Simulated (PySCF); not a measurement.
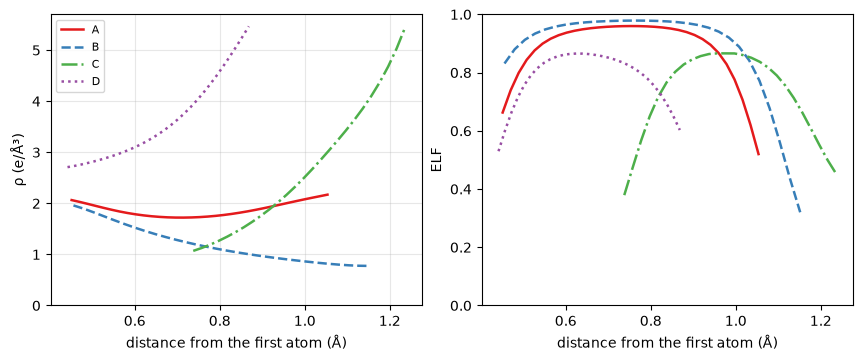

The picture shows: C₂H₉O₂Si₃ (SMILES CC(=O)[SiH2]O[SiH2][SiH2]) (doublet). Electron density and electron localisation function along straight lines between neighbouring atoms. The curves leave out the atomic cores.

Geometry: GFN2-xTB.

Computed with UKS B3LYP, pcH-1 on C H O Si, non-relativistic, mean-field spin-orbit, GIAO in PySCF.

```xyz
16

C     2.3285   -0.3182   -1.4679
C     1.0184   -0.2168   -0.7342
O     0.1199   -1.0142   -0.9392
Si    0.8168    1.2086    0.5351
O    -0.6731    1.1665    1.1026
Si   -2.2310    0.6026    1.0304
Si   -2.1229   -1.6146    0.5702
H     3.1295   -0.4321   -0.7404
H     2.3328   -1.1588   -2.1585
H     2.5048    0.6080   -2.0105
H     1.7175    0.9684    1.6599
H     1.0422    2.4780   -0.1522
H    -2.8574    1.3832   -0.0522
H    -2.7120    1.1845    2.2968
H    -1.0541   -2.4730    1.0900
H    -3.3675   -2.3632    0.8310
```

> Which curve belongs to which contact (C–C, C–O, C–Si and Si–O)? The first atom named is at distance zero.

Curve A: C–C (1.50 Å): ρ at the midpoint is about 1.7 e/Å³; the ELF peaks at about 0.95 between the atoms: a shared electron pair. Curve B: C–Si (1.92 Å): the density is about 0.9 e/Å³ at the midpoint; the ELF peaks at about 1 between the atoms; a shared electron pair. Curve C: Si–O (1.59 Å): the density is about 1.3 e/Å³ at the midpoint; the ELF peaks at about 0.85 between the atoms (a short, strongly polar bond). Curve D: C–O (1.22 Å): the density is about 3.1 e/Å³ at the midpoint; the ELF peaks at about 0.85 between the atoms; a short, multiple covalent bond.
